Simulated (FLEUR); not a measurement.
# Energy mapping worked by hand: MnS (Browneite)

Can a spin model with one coupling foretell the energy of a further order of MnS (Browneite)?

Method: PBEsol; all-electron FLAPW, Dirac cores, scalar-relativistic bands, in FLEUR MaX-R8.1.

## (1) The starting structure

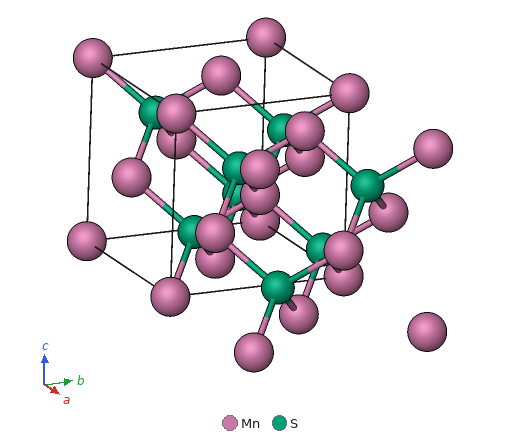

The starting structure, seen slightly off an axis (manganese pink, sulfur teal). 2×1×1 cells are drawn. This picture shows the conventional cell, with its axes. Bonds to atoms that aren't drawn are left out. Some periodic images of atoms are drawn too.

## (2) The parallel order

All energies count from this run.

inpgen writes inp.xml from crystal.txt; cutoffs, mixing, functional, smearing and local orbitals are then set in the file. The k list default-1 (kpts.xml, not shown) is a Γ-centred 6×6×6 mesh; where the ranks do not divide the number of points, some are split in two of half the weight.

Contents of inp.xml:

```
<?xml version="1.0" encoding="UTF-8" standalone="no"?>
<fleurInput fleurInputVersion="0.39">
   <comment>
      MnS
   </comment>
   <calculationSetup>
      <cutoffs Kmax="4.26" Gmax="12.8" GmaxXC="12.8" numbands="0"/>
      <scfLoop itmax="130" minDistance="0.00002" maxIterBroyd="15" imix="Anderson" alpha="0.05" precondParam="0.0" spinf="2.0" sdNocoIR="T"/>
      <coreElectrons ctail="T" frcor="F" kcrel="0" coretail_lmax="0"/>
      <xcFunctional name="PBEs" relativisticCorrections="F"/>
      <magnetism jspins="2"/>
      <soc l_soc="F" theta="0.0" phi="0.0" spav="F"/>
      <expertModes spex="0" secvar="F"/>
      <geometryOptimization l_f="F" forcealpha="1.0" forcemix="BFGS" epsdisp="0.00001" epsforce="0.00001"/>
      <ldaU l_linMix="F" mixParam="0.05" spinf="1.0"/>
   </calculationSetup>
   <cell>
      <bzIntegration valenceElectrons="21.0" mode="hist" fermiSmearingEnergy="0.00293995">
         <kPointListSelection listName="default-1"/>
         <xi:include xmlns:xi="http://www.w3.org/2001/XInclude" href="kpts.xml"> </xi:include>
      </bzIntegration>
      <xi:include xmlns:xi="http://www.w3.org/2001/XInclude" href="sym.xml"> </xi:include>
      <bulkLattice scale="1.0">
         <bravaisMatrix>
            <row-1>    0.0000000000000000     5.2912331488799991     5.2912331488799991</row-1>
            <row-2>    5.2912331488799991     0.0000000000000000     5.2912331488799991</row-2>
            <row-3>    5.2912331488799991     5.2912331488799991     0.0000000000000000</row-3>
         </bravaisMatrix>
      </bulkLattice>
   </cell>
   <atomSpecies>
      <species name="Manganese 4.500" element="Mn" atomicNumber="25">
         <mtSphere radius="2.7" gridPoints="893" logIncrement="0.014"/>
         <atomicCutoffs lmax="10" lnonsphr="8"/>
         <electronConfig flipSpins="F">
            <coreConfig>(1s1/2) (2s1/2) (2p1/2) (2p3/2)</coreConfig>
            <valenceConfig>(3s1/2) (3p1/2) (3p3/2) (4s1/2) (3d3/2) (3d5/2)</valenceConfig>
            <stateOccupation state="(3d3/2)" spinUp="1.75" spinDown="0.25"/>
            <stateOccupation state="(3d5/2)" spinUp="3.0" spinDown="0.0"/>
         </electronConfig>
         <energyParameters s="4" p="4" d="3" f="4"/>
         <lo type="SCLO" l="0" n="3" eDeriv="0"/>
         <lo type="SCLO" l="1" n="3" eDeriv="0"/>
      </species>
      <species name="Sulfur (S)" element="S" atomicNumber="16">
         <mtSphere radius="1.76" gridPoints="583" logIncrement="0.02"/>
         <atomicCutoffs lmax="6" lnonsphr="4"/>
         <electronConfig flipSpins="F">
            <coreConfig>(1s1/2) (2s1/2) (2p1/2) (2p3/2)</coreConfig>
            <valenceConfig>(3s1/2) (3p1/2) (3p3/2)</valenceConfig>
            <stateOccupation state="(3p1/2)" spinUp="0.666667" spinDown="0.666667"/>
            <stateOccupation state="(3p3/2)" spinUp="1.333333" spinDown="1.333333"/>
         </electronConfig>
         <energyParameters s="3" p="3" d="3" f="4"/>
      </species>
   </atomSpecies>
   <atomGroups>
      <atomGroup species="Manganese 4.500">
         <relPos label="                   1">.0000000000 .0000000000 .0000000000</relPos>
         <force calculate="T" relaxXYZ="TTT"/>
      </atomGroup>
      <atomGroup species="Sulfur (S)">
         <relPos label="                   2">1.000/4.000 1.000/4.000 1.000/4.000</relPos>
         <force calculate="T" relaxXYZ="TTT"/>
      </atomGroup>
   </atomGroups>
   <output dos="F" band="F" slice="F">
      <bandDOS minEnergy="-.5*Htr" maxEnergy="0.5*Htr" sigma="0.015" storeEVData="T"/>
      <plotting iplot="0" polar="F">
         <plot TwoD="T" vec1="  1.0  0.0  0.0" vec2="  0.0  1.0  0.0" vec3="  0.0  0.0  1.0" zero="  0.0  0.0  0.0" file="plot"/>
      </plotting>
      <moessbauerParams electricFieldGradient="F" isomerShift="F" coreHyperfine="F" valenceHyperfine="F"/>
   </output>
</fleurInput>
```

Contents of crystal.txt:

```
MnS
&input film=F cartesian=F /
0.00000000000  2.80000000000  2.80000000000
2.80000000000  0.00000000000  2.80000000000
2.80000000000  2.80000000000  0.00000000000
1.8897261246
1.0 1.0 1.0

2
25 0.00000000000  0.00000000000  0.00000000000 : 4.500
16 0.25000000000  0.25000000000  0.25000000000

&kpt div1=6 div2=6 div3=6 gamma=T /
```

Launch:

```
OMP_NUM_THREADS=1 inpgen -f crystal.txt > inpgen.log  # inp.xml is then edited as shown
OMP_NUM_THREADS=1 mpirun -n 4 fleur_MPI > fleur.log
```

The program printed:

```text
Welcome to FLEUR        (www.flapw.de)
      MaX-Release 8.1          (www.max-centre.eu)

 ========== k-point set info ==========
 Selected k-point list: default-1
 k-point list type: mesh
 6 x 6 x 6
 Number of k points: 16

 [... set-up left out ...]
 Iteration:     1   Distance:       8.81417155 me/bohr^3
 Iteration:     2   Distance:       8.07945777 me/bohr^3
 Iteration:     3   Distance:       4.76512739 me/bohr^3
 Iteration:     4   Distance:       3.98703582 me/bohr^3
 Iteration:     5   Distance:       2.07571433 me/bohr^3
[...]
<sumOfEigenvalues value="     -898.7332347740">
               <coreElectrons value="-883.7456688850"/>
               <valenceElectrons value="-14.9875658891"/>
            </sumOfEigenvalues>
         [... left out ...]
            <freeEnergy value="-1556.1433980404"/>
            <extrapolationTo0K value="-1556.1430161368"/>
         </totalEnergy>
         <densityConvergence units="me/bohr^3">
            <chargeDensity spin="1" distance="0.0000035537"/>
            <chargeDensity spin="2" distance="0.0000063036"/>
            <overallChargeDensity distance="0.0000059996"/>
            <spinDensity distance="0.0000082905"/>
         </densityConvergence>
      </iteration>
```

Run time: 50 s. Hardware: 4 MPI ranks of Intel Xeon at 2.50GHz (Skylake/Cascade Lake), shared host; peak memory 0.27 GiB; 3.3 min of CPU time.

Spin moment in the muffin-tin sphere by atom:

```csv
atom,spin moment in the muffin-tin sphere (μB)
Mn1,4.46
S2,0.08
```

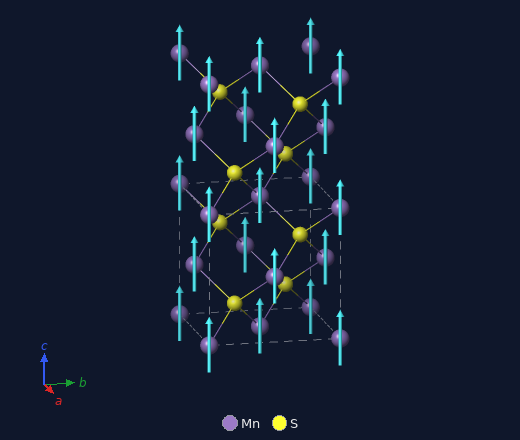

Spin moment in the muffin-tin sphere as arrows, the longest 4.46 μB. Up and down stand for the sign. Arrows give size and sign along the axis of quantisation, drawn up and down the page. Bonds to atoms that aren't drawn are left out. 1×1×2 conventional cells are drawn. Some periodic images of atoms are drawn too.

Read from the output:

```
free energy                                                       : -42344.8191 eV
program's band gap on this mesh (in a metal only a level spacing) : 0 eV
magnetization                                                     : 4.831 μB
final state                                                       : ferromagnetic
```

After 20 cycles the largest moment stands at 4.46 μB.

## (3) The orders used for the fit

The other orders were run with the same settings, on meshes that hold the same points. Free energies are divided by the number of Mn atoms; q is in fractions of the reciprocal vectors of the first run's cell.

```csv
order,atoms,mesh,free energy (eV),eV per Mn,largest moment (μB)
F +,2,6×6×6,-42344.8191,-42344.8191,4.46
"AF q=(0,1/2,1/2) +-",4,6×3×6,-84690.2109,-42345.1054,4.24
```

## (4) Counting neighbours

With E = −Σ J e_i·e_j over ordered pairs of unit vectors, turning a neighbour from parallel to opposed costs 2J a Mn atom. So an order lies 2 Σ n J over the parallel one, n being the opposed neighbours in each shell.

```csv
shell,distance (Å),neighbours,"opposed in AF q=(0,1/2,1/2) +-","opposed in AF q=(0,0,1/2) +-"
J1,3.96,12,8,6
J2,5.60,6,0,6
```

Only J1 is kept.

## (5) Solving

```
2 × 8 × J1 = -286.4 meV    (AF q=(0,1/2,1/2) +-)
J1 = -17.90 meV
```

## (6) The test

The couplings now give the orders that were left out:

```
2 × 6 × (-17.90) = -214.8 meV    (AF q=(0,0,1/2) +-)
```

The runs themselves:

```csv
order,atoms,mesh,free energy (eV),eV per Mn,largest moment (μB),over the parallel order (meV),foretold (meV)
"AF q=(0,0,1/2) +-",4,6×6×3,-84690.0792,-42345.0396,4.30,-220.6,-214.8
```

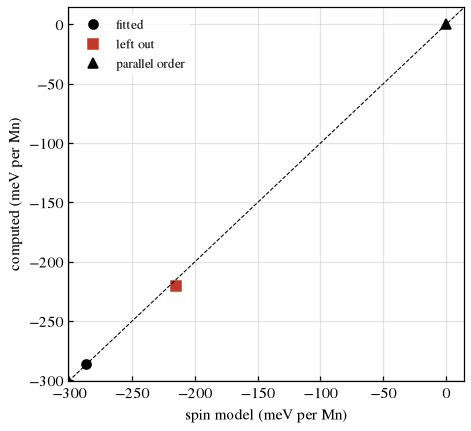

Computed energies of the orders against the model; the dashed line marks agreement.

## (7) Outcome

- effective coupling of the reversed pairs, counted on J1 (Mn–Mn at 3.96 Å): -17.9 meV
- largest miss on the orders left out: 5.8 meV

**Reading.** The model misses the order left out by 5.8 meV, 2.0 % of the largest distance from the parallel order, so it holds on this test. The largest moments of the orders differ by 4.8 % of the greatest. One difference fixes one number: it sums all reversed shells and need not be the coupling of the nearest one, even in sign.

[Logs and program files are shortened in this print: banners, set-up blocks, solver, clock and traceback lines can be left out without a mark of their own.]

[Logs are printed without paths, hosts, clocks, repeated set-up lines and the standing remarks that a program may print on its own settings, such as how far it seeks lower states.]

[Hosts, paths, dates, database ids (printed as entryN), source tags and the programs' standing remarks are cut or masked in the printed files.]

[Where a cell is said to come from a database of computed structures, the database is the Materials Project.]
